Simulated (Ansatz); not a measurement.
# GeH2Cl2O (SMILES [OH][GeH]([Cl])[Cl]) at revPBE/cc-pVDZ

What is the electronic atomisation energy of GeH2Cl2O at revPBE/cc-pVDZ? 

The calculation is run with Ansatz 0.2.0.

65 further runs of the same task are left out: 1 that didn't finish, 64 set aside as unsound or not needed.

## (1) The molecule

GeH2Cl2O has 6 atoms, charge 0, and is taken as a singlet. As SMILES, `[OH][GeH]([Cl])[Cl]`. The shape is that of a PBE0-D4/def2-TZVP optimisation. This is one conformer, not always the lowest.

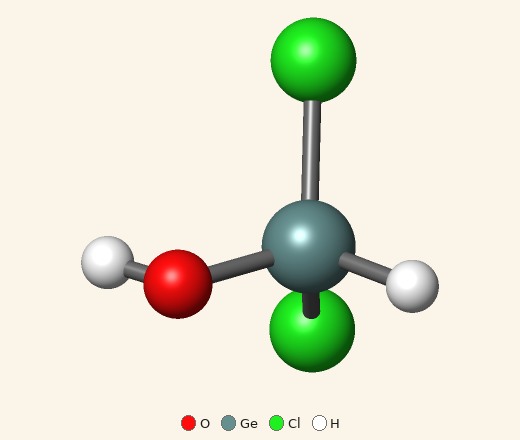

The structure, seen from a chosen angle (oxygen red, germanium teal, chlorine green, hydrogen white).

## (2) The energy at revPBE/cc-pVDZ

Contents of in.yaml:

```yaml
crystal:
  periodic: [false, false, false]
  atoms:
    - symbol: O
      position_ang: [-0.161000, 1.291000, -0.614200]
    - symbol: Ge
      position_ang: [-0.065400, -0.148800, 0.378900]
    - symbol: Cl
      position_ang: [1.948500, -0.862600, 0.421700]
    - symbol: Cl
      position_ang: [-1.252400, -1.700600, -0.487400]
    - symbol: H
      position_ang: [0.126400, 1.152000, -1.521000]
    - symbol: H
      position_ang: [-0.554000, 0.204900, 1.775700]
basis:
  gaussian: {orbitals: cc-pVDZ}
hamiltonian: {xc: {name: revPBE}}
accuracy: high
output: {orbitals: {seedname: orbitals}}
```

Run with:

```bash
ansatz run in.yaml --threads 1 --pin off --max-ram 3480MiB --events-out events.jsonl --progress --plain --runs-dir runs
```

Standard output:

```text
Warning: RAYON_NUM_THREADS=1 ignored (pool sized by the plan → 1); use --threads N
Functional definition: revPBE
  name "revPBE"
  parameter kappa = 1.245
  parameter beta = 0.06672455060314922
  exchange = pbe_x(kappa = kappa, mu = beta*pi^2/3)
  correlation = pbe_c(beta = beta)
1946 factors; integrals over basis functions are off by at most 4.4e-9 eV
mean field evaluation 1: about -83630.3002 eV, gradient 5.5e1 eV
mean field evaluation 2: about -83583.5463 eV, gradient 1.5e2 eV
mean field evaluation 4: about -83635.4424 eV, gradient 1.0e1 eV
mean field evaluation 8: about -83635.7353 eV, gradient 6.4e-1 eV
mean field evaluation 16: about -83635.7364 eV, gradient 5.6e-5 eV
mean field -83635.73636055 eV, -3073.5566209119 hartree, gradient 5.7e-8 eV, S^2 0.000000; 0 other end points of the search recorded, 0 dependent functions left out
reference -83635.73636435 eV, -3073.5566210515 hartree; 38, 38 occupied and 49, 49 virtual orbitals, 1946 factors
Total energy: -83635.73636435 eV, -3073.5566210515 hartree
```

Run time: 3.3 s. Hardware: 1 thread of AMD EPYC 9R45 (Zen 5), shared host; peak memory 0.24 GiB.

## (3) The Cl atom at the same level

Contents of run.yaml:

```yaml
crystal:
  periodic: [false, false, false]
  atoms:
    - {symbol: Cl, position_ang: [0.000000, 0.000000, 0.000000]}
basis:
  gaussian:
    orbitals: cc-pVDZ
accuracy: high
hamiltonian:
  xc: {name: revPBE}
magnetization:
  spin_polarized: true
  initial_magnetization: 1
```

Run the same way, it converges to -460.05728 Eh (log not shown).

## (4) The Ge atom at the same level

Contents of job.yaml:

```yaml
crystal:
  periodic: [false, false, false]
  atoms:
    - {symbol: Ge, position_ang: [0.000000, 0.000000, 0.000000]}
basis:
  gaussian: {orbitals: cc-pVDZ}
magnetization: {spin_polarized: true, initial_magnetization: 2}
hamiltonian: {xc: {name: revPBE}}
accuracy: high
```

Run the same way, it converges to -2076.73297 Eh (log not shown).

## (5) The H atom

Contents of run.yaml:

```yaml
crystal:
  periodic: [false, false, false]
  atoms:
    - symbol: H
      position_ang: [0.000000, 0.000000, 0.000000]
basis:
  gaussian: {orbitals: cc-pVDZ}
magnetization: {spin_polarized: true, initial_magnetization: 1}
hamiltonian: {xc: {name: revPBE}}
accuracy: high
```

Run the same way, it converges to -0.50319 Eh (log not shown).

## (6) The O atom at the same level

Contents of molecule.yaml:

```yaml
crystal:
  periodic: [false, false, false]
  atoms:
    - symbol: O
      position_ang: [0.000000, 0.000000, 0.000000]
basis:
  gaussian:
    orbitals: cc-pVDZ
magnetization:
  spin_polarized: true
  initial_magnetization: 2
hamiltonian:
  xc: {name: revPBE}
accuracy: high
```

Run with:

```bash
ansatz run molecule.yaml --threads 1 --pin off --max-ram 3480MiB --events-out events.jsonl --progress --plain --runs-dir runs
```

Standard output, shortened:

```text
Warning: RAYON_NUM_THREADS=1 ignored (pool sized by the plan → 1); use --threads N
[... 6 set-up lines as earlier in the session ...]
96 factors; integrals over basis functions are off by at most 1.3e-9 eV
mean field evaluation 1: about -2041.8490 eV, gradient 7.2e0 eV
mean field evaluation 2: about -2041.9211 eV, gradient 5.5e0 eV
mean field evaluation 4: about -2042.0344 eV, gradient 7.2e-3 eV
mean field evaluation 8: about -2042.0342 eV, gradient 1.1e-4 eV
mean field evaluation 16: about -2042.0341 eV, gradient 1.0e-1 eV
mean field evaluation 32: about -2042.0335 eV, gradient 1.0e-1 eV
mean field evaluation 64: about -2042.0342 eV, gradient 5.9e-5 eV
mean field -2042.03422257 eV, -75.0433735390 hartree, gradient 3.8e-9 eV, S^2 2.001648; 8 other end points of the search recorded, 0 dependent functions left out
reference -2042.03422342 eV, -75.0433735703 hartree; 5, 3 occupied and 9, 11 virtual orbitals, 96 factors
Total energy: -2042.03422342 eV, -75.0433735703 hartree
```

Run time: 0.46 s. Hardware: 1 thread of AMD EPYC 9R45 (Zen 5), shared host.

## (7) What came out

At revPBE/cc-pVDZ:

| quantity | value |
| --- | --- |
| molecule: total energy | -3073.55662 Eh |
| molecule: HOMO energy | -7.46 eV |
| molecule: LUMO energy | -1.56 eV |
| molecule: HOMO–LUMO gap | 5.90 eV |
| Cl atom: total energy | -460.05728 Eh |
| Cl atom: ⟨S²⟩ | 0.752 |
| Ge atom: total energy | -2076.73297 Eh |
| Ge atom: ⟨S²⟩ | 2.002 |
| H atom: total energy | -0.50319 Eh |
| H atom: ⟨S²⟩ | 0.750 |
| O atom: total energy | -75.04337 Eh |
| O atom: ⟨S²⟩ | 2.002 |
| electronic atomisation energy | 17.941 eV |

What this shows: Taking the molecule apart into free atoms costs 17.94 eV (414 kcal/mol), before zero-point energy and without spin-orbit coupling.
